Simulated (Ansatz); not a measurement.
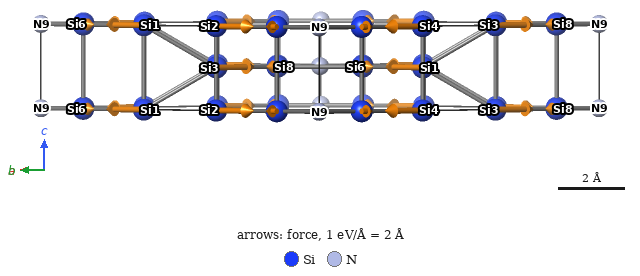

Starting geometry of crystalline Si$_{8}$N (a generated structure, set up in I4/mmm) (coarse preliminary run) with the computed forces as orange arrows. A ball-and-stick model of the conventional cell (2 times the calculation's cell), seen from a free direction. Lengths and directions refer to the drawn axes.

Computed with Ansatz 0.2.0, DFT PBE, scalar-relativistic, plane waves, PAW.

Input
```yaml
crystal:
  lattice:
    - [-6.0387222413, 6.0387222413, 1.2902480606]
    - [6.0387222413, -6.0387222413, 1.2902480606]
    - [6.0387222413, 6.0387222413, -1.2902480606]
  atoms:
    - { symbol: Si, position: [0.0, 0.629969457, 0.629969457] }
    - { symbol: Si, position: [0.0, 0.370030543, 0.370030543] }
    - { symbol: Si, position: [0.370030543, 0.0, 0.370030543] }
    - { symbol: Si, position: [0.629969457, 0.0, 0.629969457] }
    - { symbol: Si, position: [0.0, 0.1520936597, 0.1520936597] }
    - { symbol: Si, position: [0.0, 0.8479063403, 0.8479063403] }
    - { symbol: Si, position: [0.8479063403, 0.0, 0.8479063403] }
    - { symbol: Si, position: [0.1520936597, 0.0, 0.1520936597] }
    - { symbol: "N", position: [0.0, 0.0, 0.0] }
basis:
  ecutwfc: 420
kpoints:
  mp_grid: { grid: [6, 6, 6] }
hamiltonian:
  xc: pbe
scf:
  occupations: { method: gaussian, width: 0.1 }
  lower_state_search: "off"
output:
  forces: true
  stress: true
  eigenvalues: true
relax:
  adjacent_minimum: "off"
  f_tol: 0.04
  max_steps: 70
  cell: { stress_tol: 0.4 }
```

Command:
```bash
ansatz run input.yaml --threads 1 --pin off --max-ram 2560MiB --backend cpu --events-out ev --progress --plain --runs-dir out
```

What follows when this structure is relaxed?

It isn't relaxed: the largest force vector, on Si atoms, is 0.82 eV/Å. The atoms end up moving mostly along the starting forces (cosine between the two patterns 0.98). The largest moves relative to the cell, 0.072 Å, are those of Si1, Si2, Si3 and Si4. Si2 goes along −a. N stays in place. The drawn cell changes as follows: a = b 12.077 → 12.068 Å (−0.1 %), c 2.580 → 2.534 Å (−1.8 %); the volume changes by −1.9 %. Among the contacts that change: Si1–Si6 2.632 → 2.551 Å, Si1–Si3 2.568 → 2.643 Å, Si1–Si1 2.580 → 2.534 Å, Si5–Si7 2.598 → 2.607 Å. The space group stays I4/mmm (No. 139). After 3 accepted moves (4 points after the start) the energy has fallen by 0.156 eV per cell of the calculation. The largest force component goes from 0.82 to 0.023 eV/Å. The pressure goes from −0.20 to −0.04 GPa. The SCF was repeated once at an unchanged geometry on a basis and grid sized afresh for the cell, which shifted the energy by 1.4 meV per cell of the calculation at most. Cost: 61 s on 1 thread of Arm Neoverse V1, on a shared host, peak memory 0.45 GiB.
